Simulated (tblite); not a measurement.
## Geometry relaxation of C₅H₁₁Si₂ (part 1 of 4)

The run: geometry relaxation of C₅H₁₁Si₂, multiplicity 2. Method and program: GFN2-xTB geometry optimisation, gas phase (tblite 0.8.0).

It belongs to a series of runs on one base structure; here: H removed from Si.

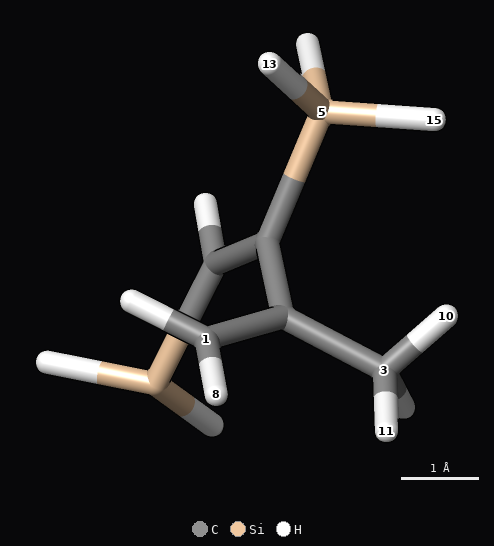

The structure as given in the input (stick view, seen at a tilt; atoms are numbered from 1 in the order of the input). Bond lengths as drawn: C–C 1.35 to 1.49 Å, C–H 1.08 to 1.11 Å, C–Si 1.83 to 1.87 Å and H–Si 1.48 to 1.49 Å.

The input:
```
{"job": {"kind": "relax", "xc": "GFN2-xTB", "basis": "xTB"}, "charge": 0, "multiplicity": 2}
C      1.183500    -1.669500     0.212800
C      0.165800    -0.910700    -0.277900
C     -1.011600    -1.530300    -0.954800
C      0.171900     0.545400    -0.110600
Si     0.719200     1.504400    -1.622000
C     -0.163500     1.170200     1.041500
Si    -0.717400     0.468200     2.641100
H      1.182400    -2.742300     0.111700
H      2.032700    -1.225500     0.720500
H     -1.069700    -1.226500    -2.005100
H     -0.988000    -2.623300    -0.934200
H     -1.955400    -1.222600    -0.467500
H      2.131000     1.191900    -1.941900
H      0.604000     2.964600    -1.372700
H     -0.145900     1.162100    -2.785100
H     -0.123700     2.257200     1.108200
H      0.106700     1.040200     3.742400
H     -2.130800     0.852700     2.881900
```

The first line tells a small driver script what to run in tblite; the rest is the geometry in Å.

Machine: 1 CPU thread, shared host.

Launch command:
```bash
OMP_NUM_THREADS=1 python <driver script> task.json out
```

What the program printed:
```
step      E/eV     max force
  0    -534.42603    2.221
  1    -534.49037    1.606
  2    -534.52805    0.398
  3    -534.53840    0.343
  4    -534.54674    0.290
  5    -534.55267    0.218
  6    -534.55939    0.175
  7    -534.56354    0.187
  8    -534.56637    0.159
  9    -534.56872    0.134
 10    -534.57094    0.123
 11    -534.57331    0.166
 12    -534.57612    0.165
 13    -534.57902    0.116
 14    -534.58125    0.100
 15    -534.58276    0.081
 16    -534.58406    0.093
 17    -534.58548    0.093
 18    -534.58720    0.105
 19    -534.58939    0.124
 20    -534.59248    0.152
 21    -534.59722    0.221
 22    -534.60454    0.263
 23    -534.61489    0.288
 24    -534.62935    0.334
 25    -534.64691    0.374
 26    -534.66275    0.299
 27    -534.66665    0.800
 28    -534.68667    0.383
 29    -534.70483    0.240
 30    -534.73491    0.454
 31    -534.75485    0.667
 32    -534.78205    0.385
 33    -534.80864    0.404
 34    -534.83579    0.369
 35    -534.84924    0.291
 36    -534.86248    0.182
 37    -534.86637    0.148
 38    -534.87240    0.200
 39    -534.87714    0.241
 40    -534.88188    0.166
 41    -534.88515    0.116
 42    -534.88893    0.144
 43    -534.89309    0.238
 44    -534.89704    0.283
 45    -534.90072    0.253
 46    -534.90551    0.248
 47    -534.91079    0.221
 48    -534.91654    0.253
 49    -534.92065    0.151
 50    -534.92482    0.152
 51    -534.92768    0.175
 52    -534.93346    0.188
 53    -534.93736    0.146
 54    -534.94069    0.134
 55    -534.94314    0.135
 56    -534.94526    0.146
 57    -534.94794    0.136
 58    -534.95089    0.145
 59    -534.95374    0.143
 60    -534.95702    0.172
 61    -534.96006    0.120
 62    -534.96185    0.110
 63    -534.96294    0.108
 64    -534.96406    0.088
 65    -534.96526    0.092
 66    -534.96623    0.066
 67    -534.96701    0.083
 68    -534.96779    0.075
 69    -534.96859    0.076
 70    -534.96934    0.066
 71    -534.96992    0.052
 72    -534.97033    0.051
 73    -534.97070    0.049
 74    -534.97116    0.050
 75    -534.97148    0.049
 76    -534.97177    0.041
 77    -534.97208    0.042
 78    -534.97246    0.039
 79    -534.97286    0.040
 80    -534.97322    0.034
 81    -534.97356    0.039
 82    -534.97396    0.040
 83    -534.97432    0.032
 84    -534.97463    0.036
 85    -534.97490    0.037
 86    -534.97517    0.035
 87    -534.97541    0.031
 88    -534.97558    0.023
 89    -534.97572    0.021
 90    -534.97590    0.030
 91    -534.97610    0.030
 92    -534.97627    0.025
 93    -534.97638    0.018
 94    -534.97645    0.021
 95    -534.97658    0.023
 96    -534.97679    0.035
 97    -534.97707    0.039
 98    -534.97734    0.037
 99    -534.97758    0.042
100    -534.97781    0.041
101    -534.97812    0.040
102    -534.97851    0.048
103    -534.97889    0.055
104    -534.97921    0.059
105    -534.97955    0.059
106    -534.98022    0.078
107    -534.98180    0.141
108    -534.98455    0.217
109    -534.98835    0.232
110    -534.99292    0.220
111    -534.99134    0.226
112    -534.99573    0.100
113    -534.99666    0.108
114    -534.99936    0.126
115    -535.00126    0.078
116    -535.00248    0.100
117    -535.00353    0.093
118    -535.00414    0.060
119    -535.00572    0.056
120    -535.00651    0.113
121    -535.00725    0.059
122    -535.00811    0.071
123    -535.00882    0.066
124    -535.00981    0.074
125    -535.01100    0.075
126    -535.01226    0.077
127    -535.01332    0.127
128    -535.01452    0.086
129    -535.01597    0.060
130    -535.01747    0.084
131    -535.01946    0.122
132    -535.02141    0.115
133    -535.02290    0.076
134    -535.02427    0.064
135    -535.02522    0.075
136    -535.02603    0.081
137    -535.02660    0.063
138    -535.02686    0.033
139    -535.02701    0.031
140    -535.02716    0.025
141    -535.02731    0.027
142    -535.02746    0.032
143    -535.02761    0.034
144    -535.02779    0.038
145    -535.02799    0.027
146    -535.02816    0.019
147    -535.02825    0.014
148    -535.02829    0.014
149    -535.02831    0.014
150    -535.02835    0.018
151    -535.02838    0.019
152    -535.02843    0.015
153    -535.02846    0.018
154    -535.02850    0.015
155    -535.02852    0.014
156    -535.02854    0.010
157    -535.02855    0.006
```

Trajectory as extended XYZ (Å, eV, eV/Å), 45 of the 158 frames kept, from step=0 to step=157:
```
18
Properties=species:S:1:pos:R:3:forces:R:3 step=0 energy=-534.42603
C     1.1835   -1.6695    0.2128   -1.1550   1.0500  -0.5120
C     0.1658   -0.9107   -0.2779    1.3160  -1.3350   1.1920
C    -1.0116   -1.5303   -0.9548   -0.6350  -0.0730  -0.1460
C     0.1719    0.5454   -0.1106   -0.3040   0.6580   0.7510
Si    0.7192    1.5044   -1.6220    0.1390   0.5470  -0.6640
C    -0.1635    1.1702    1.0415    0.3840  -0.2100  -1.3140
Si   -0.7174    0.4682    2.6411   -0.3920  -0.0950   1.2120
H     1.1824   -2.7423    0.1117    0.0180   0.0710  -0.0410
H     2.0327   -1.2255    0.7205   -0.2530  -0.0730  -0.1580
H    -1.0697   -1.2265   -2.0051    0.0250   0.0760   0.1560
H    -0.9880   -2.6233   -0.9342    0.2080   0.1780   0.0770
H    -1.9554   -1.2226   -0.4675    0.4310   0.0240  -0.1710
H     2.1310    1.1919   -1.9419   -0.2810  -0.0080   0.0570
H     0.6040    2.9646   -1.3727    0.0040  -0.3620  -0.0190
H    -0.1459    1.1621   -2.7851    0.2330   0.0500   0.2890
H    -0.1237    2.2572    1.1082    0.1910  -0.0400  -0.4080
H     0.1067    1.0402    3.7424   -0.1880  -0.2250  -0.2370
H    -2.1308    0.8527    2.8819    0.2580  -0.2320  -0.0620
18
Properties=species:S:1:pos:R:3:forces:R:3 step=4 energy=-534.54674
C     1.1711   -1.6617    0.2107   -0.2370   0.1640  -0.0360
C     0.1623   -0.9246   -0.2451    0.1370  -0.0340   0.0710
C    -1.0169   -1.5310   -0.9529   -0.0360   0.0270   0.0340
C     0.1702    0.5514   -0.1128   -0.0590  -0.0030   0.0720
Si    0.7236    1.5223   -1.6456   -0.0280  -0.0980   0.1360
C    -0.1599    1.1637    1.0289    0.0150   0.0230  -0.0400
Si   -0.7284    0.4685    2.6762    0.0420   0.0060  -0.1540
H     1.1830   -2.7319    0.1085   -0.0120  -0.0800  -0.0360
H     2.0174   -1.2261    0.7114    0.0070   0.0760   0.0120
H    -1.0652   -1.2177   -1.9966    0.0810   0.0870   0.0650
H    -0.9758   -2.6175   -0.9297    0.0840  -0.0020   0.0340
H    -1.9411   -1.2151   -0.4708   -0.0160   0.0600   0.0180
H     2.1172    1.1903   -1.9405    0.0230  -0.0370  -0.0340
H     0.6035    2.9513   -1.3732   -0.0180   0.0750   0.0180
H    -0.1345    1.1642   -2.7738   -0.0180  -0.0180  -0.0830
H    -0.1109    2.2538    1.0747    0.0910  -0.0960  -0.2330
H     0.1012    1.0283    3.7378    0.0560  -0.0430   0.1220
H    -2.1255    0.8382    2.8812   -0.1100  -0.1080   0.0350
18
Properties=species:S:1:pos:R:3:forces:R:3 step=7 energy=-534.56354
C     1.1579   -1.6576    0.2159    0.1440  -0.0850   0.0830
C     0.1529   -0.9216   -0.2316    0.0230  -0.0240  -0.1360
C    -1.0167   -1.5271   -0.9451   -0.0540   0.0200   0.0040
C     0.1647    0.5482   -0.1123   -0.0170  -0.0650   0.0060
Si    0.7212    1.5188   -1.6409   -0.0330  -0.0330   0.0270
C    -0.1592    1.1620    1.0265    0.0040   0.1090  -0.0390
Si   -0.7275    0.4723    2.6728    0.0120   0.0610  -0.0140
H     1.1808   -2.7299    0.1027   -0.0380   0.0310   0.0100
H     2.0079   -1.2167    0.7073    0.0070   0.0350   0.0320
H    -1.0517   -1.2007   -1.9843    0.0470   0.0340   0.0100
H    -0.9594   -2.6138   -0.9230   -0.0270   0.0470   0.0070
H    -1.9392   -1.2028   -0.4684   -0.0820  -0.0260   0.0220
H     2.1128    1.1842   -1.9442    0.0220  -0.0310  -0.0110
H     0.6008    2.9530   -1.3711   -0.0100  -0.0120   0.0120
H    -0.1302    1.1632   -2.7782   -0.0100  -0.0060  -0.0390
H    -0.0921    2.2456    1.0263    0.0280   0.1280   0.0090
H     0.1045    1.0147    3.7506   -0.0260  -0.0700   0.0100
H    -2.1361    0.8145    2.8854    0.0110  -0.1150   0.0060
18
Properties=species:S:1:pos:R:3:forces:R:3 step=11 energy=-534.57331
C     1.1622   -1.6595    0.2251   -0.0650   0.0650  -0.0570
C     0.1571   -0.9264   -0.2343   -0.0310   0.0660   0.1490
C    -1.0226   -1.5206   -0.9401    0.0440   0.0050   0.0030
C     0.1611    0.5419   -0.1118    0.0430   0.1180   0.0020
Si    0.7166    1.5116   -1.6399    0.0260  -0.0070  -0.0600
C    -0.1580    1.1798    1.0178    0.0130   0.0280  -0.0210
Si   -0.7238    0.4871    2.6652    0.0280   0.0080  -0.0720
H     1.1755   -2.7291    0.1035    0.0480  -0.0260   0.0540
H     2.0071   -1.2055    0.7138    0.0100  -0.0420   0.0200
H    -1.0383   -1.1846   -1.9764   -0.0520  -0.0040  -0.0060
H    -0.9593   -2.6051   -0.9193   -0.0740  -0.0280  -0.0350
H    -1.9507   -1.2014   -0.4642    0.0520  -0.0130  -0.0240
H     2.1100    1.1748   -1.9473   -0.0240  -0.0150   0.0040
H     0.5972    2.9474   -1.3677   -0.0040  -0.0480   0.0000
H    -0.1283    1.1621   -2.7862   -0.0030  -0.0010  -0.0080
H    -0.0758    2.2657    1.0005   -0.0050  -0.0050   0.0280
H     0.1010    0.9928    3.7608   -0.0040  -0.0150   0.0290
H    -2.1398    0.7752    2.8888   -0.0030  -0.0850  -0.0070
18
Properties=species:S:1:pos:R:3:forces:R:3 step=14 energy=-534.58125
C     1.1634   -1.6552    0.2288   -0.0380   0.0330   0.0460
C     0.1532   -0.9200   -0.2162   -0.0280   0.0510  -0.0150
C    -1.0220   -1.5130   -0.9347   -0.0100  -0.0060   0.0120
C     0.1659    0.5523   -0.1139   -0.0130   0.0130   0.0380
Si    0.7163    1.5044   -1.6525   -0.0060  -0.0360   0.0380
C    -0.1548    1.2066    1.0070    0.0210   0.0210   0.0210
Si   -0.7159    0.5047    2.6495    0.0280  -0.0690  -0.0270
H     1.1778   -2.7284    0.1153    0.0180   0.0750   0.0380
H     2.0073   -1.2025    0.7242   -0.0210  -0.0550  -0.0190
H    -1.0342   -1.1694   -1.9696   -0.0360  -0.0130   0.0290
H    -0.9736   -2.5992   -0.9224    0.0210  -0.0060  -0.0300
H    -1.9549   -1.2030   -0.4638    0.0330   0.0530  -0.0040
H     2.1037    1.1619   -1.9498    0.0860  -0.0320  -0.0390
H     0.5930    2.9316   -1.3645    0.0030   0.0590  -0.0190
H    -0.1269    1.1606   -2.7956   -0.0500  -0.0240  -0.0700
H    -0.0606    2.2920    0.9831   -0.0100  -0.0340   0.0260
H     0.0940    0.9661    3.7736   -0.0010   0.0310   0.0100
H    -2.1406    0.7168    2.8898    0.0020  -0.0600  -0.0370
18
Properties=species:S:1:pos:R:3:forces:R:3 step=18 energy=-534.58720
C     1.1547   -1.6447    0.2412    0.0080  -0.0020   0.0210
C     0.1468   -0.9096   -0.2081    0.0280  -0.0210  -0.0150
C    -1.0235   -1.5084   -0.9296   -0.0160   0.0300  -0.0100
C     0.1654    0.5622   -0.1113   -0.0200   0.0140  -0.0550
Si    0.7175    1.4962   -1.6607    0.0210   0.0360  -0.0550
C    -0.1492    1.2235    1.0075    0.0000  -0.0520   0.0140
Si   -0.7049    0.4994    2.6400    0.0120  -0.0370   0.0460
H     1.1801   -2.7149    0.1309   -0.0670  -0.0490  -0.0070
H     2.0065   -1.2078    0.7303    0.0230   0.0920   0.0460
H    -1.0399   -1.1621   -1.9618   -0.0030   0.0220  -0.0350
H    -0.9771   -2.5953   -0.9295    0.0310   0.0310   0.0370
H    -1.9537   -1.1921   -0.4618   -0.0390   0.0110   0.0400
H     2.1125    1.1477   -1.9593   -0.0760   0.0060  -0.0080
H     0.5922    2.9293   -1.3694    0.0270  -0.0500  -0.0600
H    -0.1331    1.1555   -2.8111    0.0520   0.0050   0.0660
H    -0.0529    2.3069    0.9810    0.0080   0.0000   0.0420
H     0.0869    0.9567    3.7805   -0.0190   0.0320  -0.0160
H    -2.1371    0.6639    2.8795    0.0310  -0.0660  -0.0520
18
Properties=species:S:1:pos:R:3:forces:R:3 step=21 energy=-534.59722
C     1.1418   -1.6252    0.2758    0.0140   0.0090  -0.1200
C     0.1417   -0.8933   -0.2011    0.0290   0.0820   0.0830
C    -1.0331   -1.4899   -0.9205    0.0630   0.0580  -0.0010
C     0.1578    0.5819   -0.1171    0.0780   0.0400  -0.0170
Si    0.7227    1.4856   -1.6858   -0.0410  -0.0210   0.1130
C    -0.1368    1.2471    1.0100    0.0010  -0.0600  -0.0750
Si   -0.6787    0.4790    2.6310    0.0230   0.0580  -0.1370
H     1.1653   -2.6955    0.1616   -0.0700  -0.0590   0.0300
H     2.0067   -1.1940    0.7537   -0.1170   0.0930   0.0180
H    -1.0503   -1.1395   -1.9520   -0.0110   0.0380  -0.0120
H    -0.9741   -2.5766   -0.9331   -0.0600   0.0470   0.0870
H    -1.9618   -1.1659   -0.4467    0.0610  -0.1000  -0.0140
H     2.1143    1.1184   -1.9829   -0.1000   0.0180  -0.0010
H     0.5978    2.9158   -1.3959    0.0490   0.0190  -0.0750
H    -0.1342    1.1449   -2.8297    0.0440  -0.0070   0.0390
H    -0.0331    2.3358    0.9856   -0.0010  -0.2100   0.0700
H     0.0670    0.9453    3.7919    0.0100   0.0730   0.0590
H    -2.1218    0.5325    2.8437    0.0280  -0.0780  -0.0470
18
Properties=species:S:1:pos:R:3:forces:R:3 step=25 energy=-534.64691
C     1.1052   -1.5620    0.3484   -0.0210  -0.0470  -0.1080
C     0.1345   -0.8235   -0.1788   -0.0800  -0.1180  -0.2100
C    -1.0435   -1.4133   -0.8972   -0.0030  -0.1010  -0.0050
C     0.1620    0.6467   -0.1444    0.1710  -0.1960   0.1760
Si    0.7298    1.4594   -1.7361   -0.0620   0.0900   0.0630
C    -0.0997    1.2730    1.0165   -0.0280   0.0130   0.1270
Si   -0.5942    0.4144    2.5883   -0.1720   0.2200   0.1300
H     1.0821   -2.6426    0.2747    0.0710   0.1870   0.0940
H     1.9631   -1.1139    0.8357   -0.2150  -0.1170  -0.0810
H    -1.0983   -1.0633   -1.9307    0.0710   0.0420   0.1410
H    -0.9749   -2.4977   -0.9093   -0.0830  -0.0580   0.0270
H    -1.9660   -1.1109   -0.3969    0.0600  -0.0500  -0.0370
H     2.0873    1.0353   -2.0629    0.1290  -0.0310   0.0110
H     0.6449    2.8929   -1.5265    0.0510   0.2760  -0.0010
H    -0.1231    1.1051   -2.8656   -0.1360  -0.0710  -0.1110
H     0.0188    2.3501    1.0623    0.0670   0.0640  -0.0300
H    -0.0076    0.9618    3.8218   -0.1890  -0.0380  -0.1640
H    -2.0291    0.0948    2.6890    0.3680  -0.0650  -0.0220
18
Properties=species:S:1:pos:R:3:forces:R:3 step=29 energy=-534.70483
C     1.0863   -1.5405    0.3582   -0.0830  -0.0220   0.0780
C     0.1267   -0.8058   -0.1845    0.0210  -0.0100   0.0220
C    -1.0492   -1.3927   -0.8884   -0.0970  -0.0710  -0.0050
C     0.1911    0.6600   -0.1383   -0.0700   0.1010  -0.1070
Si    0.7245    1.4607   -1.7503    0.0530   0.0750  -0.0640
C    -0.0841    1.2911    1.0252    0.0930  -0.0160   0.0340
Si   -0.5838    0.4283    2.5740   -0.1560   0.1310  -0.0410
H     1.0558   -2.6116    0.3375    0.0500  -0.2120  -0.0200
H     1.9165   -1.0873    0.8657    0.1210   0.0330   0.0190
H    -1.1068   -1.0195   -1.9069    0.0040  -0.0290  -0.0790
H    -0.9955   -2.4748   -0.8942    0.0190  -0.1510  -0.0860
H    -1.9637   -1.1007   -0.3795   -0.1160   0.0830   0.0570
H     2.0804    0.9970   -2.0917   -0.0620   0.0620   0.0530
H     0.6730    2.9129   -1.5824    0.0330   0.0200  -0.0120
H    -0.1325    1.0804   -2.8899   -0.0090   0.0310   0.1280
H     0.0563    2.3649    1.0872    0.0890   0.0350  -0.0810
H    -0.0661    0.9603    3.8238   -0.1020   0.0520   0.0900
H    -1.9378   -0.1163    2.6229    0.2120  -0.1110   0.0150
```
